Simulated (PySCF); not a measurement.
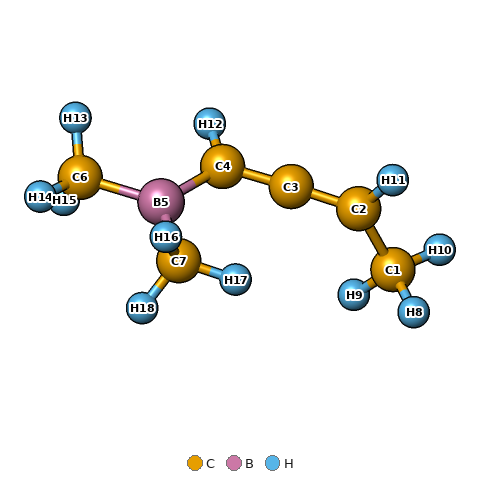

The molecule: C₆H₁₁B, SMILES CC=C=CB(C)C.

GIAO shifts, WP04/pcSseg-1 with PySCF 2.14.0, at a PBE0-D3(BJ)/def2-SVP geometry (no frequency check), against TMS for ¹³C and TMS for ¹H computed at the same level. Gas phase, fully decoupled, line heights follow the number of nuclei, widths are arbitrary (no quadrupolar broadening); values of one conformer, averaged over nuclei that symmetry or rotation about single bonds exchange, these motions taken as fast; other conformers aren't averaged in.

Question: How many ¹³C lines appear, and where?

Answer: 5 signals.


| δ (ppm) | nuclei | atoms |
| --- | --- | --- |
| 237.7 | 1 | C3 |
| 95.9 | 1 | C4 |
| 86.5 | 1 | C2 |
| 17.6 | 1 | C1 |
| 11.4 | 2 | C6, C7 |

Question: How many ¹H lines appear, and where?

Answer: 4 signals.


```tsv
δ (ppm)	nuclei	atoms
5.48	1	H12
4.98	1	H11
1.74	3	H8, H9, H10
0.75	6	H13, H14, H15, H16, H17, H18
```

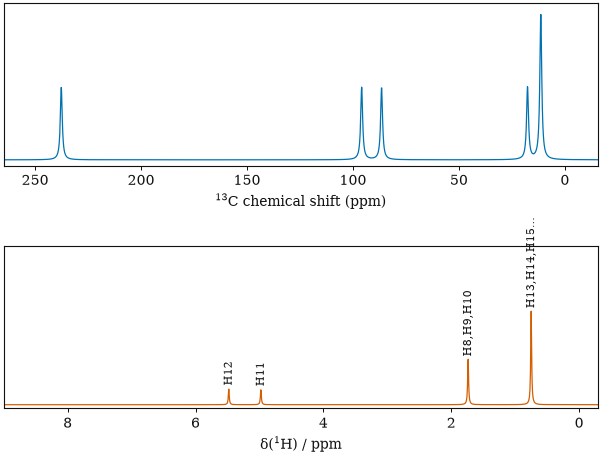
